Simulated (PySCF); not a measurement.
# C$_{6}$H$_{11}$ (doublet): what the fields show

```xyz
17

C     2.4129   -0.0977    0.7792
C     1.8350    0.7430   -0.1340
C     0.6921    0.5149   -0.8751
C    -0.1622   -0.6995   -0.8290
C    -1.6195   -0.3582   -0.4814
C    -1.7334    0.2174    0.9239
H     3.3085    0.1886    1.2992
H     2.0054   -1.0643    1.0138
H     2.3268    1.6956   -0.2979
H     0.3621    1.2878   -1.5555
H    -0.1511   -1.1803   -1.8146
H     0.2215   -1.4153   -0.1030
H    -2.2239   -1.2648   -0.5572
H    -2.0060    0.3631   -1.2050
H    -1.1505    1.1323    1.0045
H    -2.7700    0.4414    1.1655
H    -1.3548   -0.4920    1.6566
```

Geometry: GFN2-xTB.

Computed with UKS B3LYP, pcH-1 on C H, non-relativistic, mean-field spin-orbit, GIAO in PySCF.

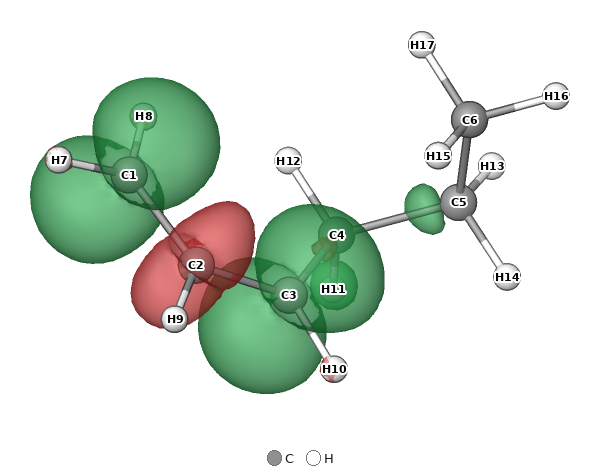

Figure 1. Isosurfaces of the spin density at +0.03 (green) and −0.03 e/Å³ (red), seen at a tilt.

> Describe the spin distribution.

The unpaired spin (1 electron) lies mostly on C1 (about 0.4) and C3 (about 0.4), in electrons by Hirshfeld's partition.

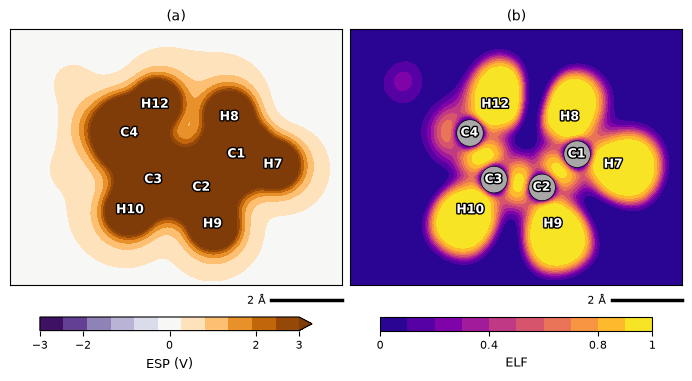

Figure 2. (a) electrostatic potential; (b) electron localisation function on the plane of atoms C3, C4 and H12. Grey discs cover the atomic cores in the ELF map.

> What do the fields say about this system?

- The section cuts through C and H sites.
- C–C (1.37 Å): the ELF peaks at about 0.95 between the atoms: a covalent bond.
- C–H (1.07 Å): the ELF climbs to about 1 towards the hydrogen, as it does in any bond to H: an ordinary covalent bond to hydrogen.
- C–C (1.49 Å): the ELF peaks at about 0.95 between the atoms (localised, covalent bonding).
- The potential has no marked negative region in this plane.

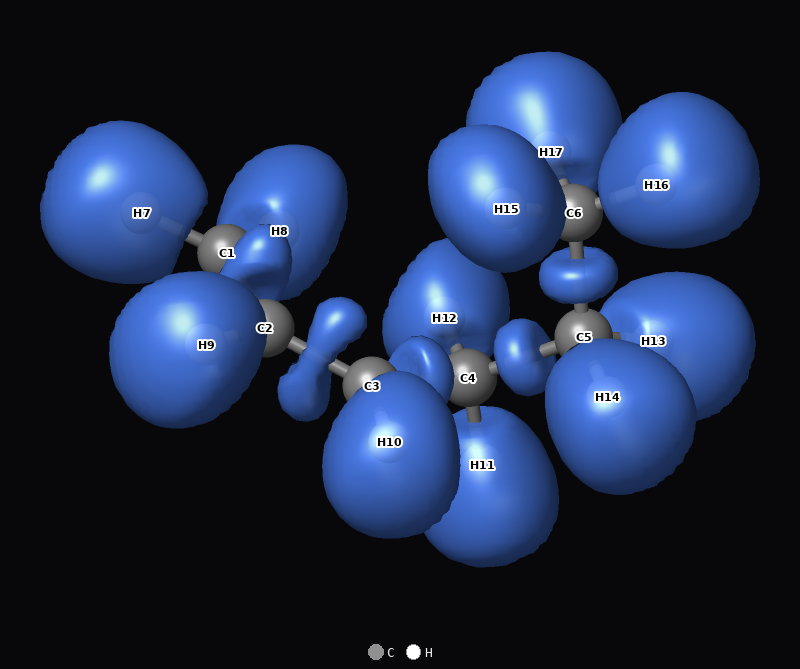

Figure 3. Isosurface of the ELF at 0.8 (blue), seen across its widest extent. Core shells and regions of very low density are left out.

> Describe the localisation domains.

The surface consists of five regions between bonded C–C atoms (shared pairs) and eleven regions around hydrogen nuclei.

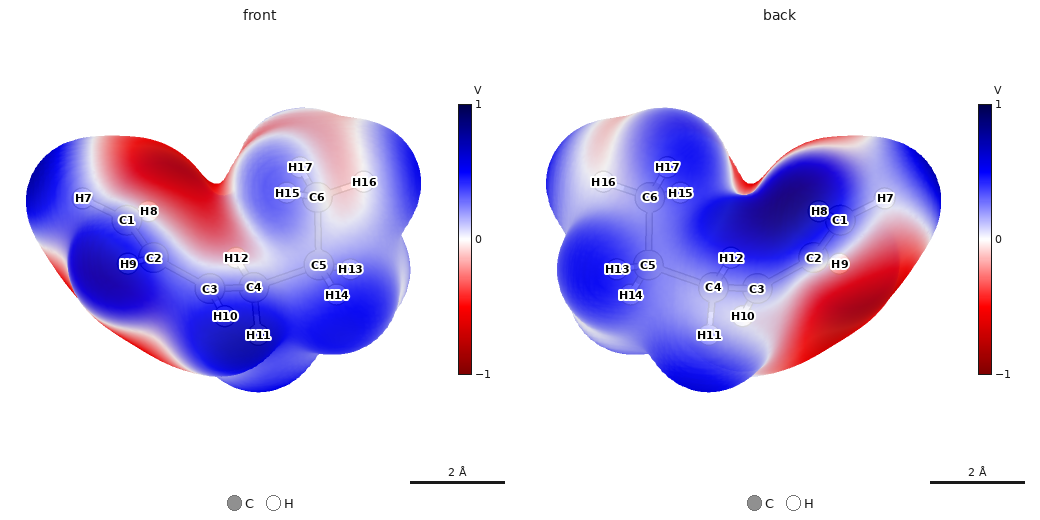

Figure 4. The electrostatic potential painted on the density surface at 0.002 e/bohr³, seen from the front and from behind; red is negative and blue positive.

> Where is the surface potential most negative and most positive?

The most negative region (about −0.7 V, or −16 kcal/mol for a unit charge) lies over the π face of C1 and C2, the most positive (about +0.8 V, or +18 kcal/mol for a unit charge) over H8 and H12.
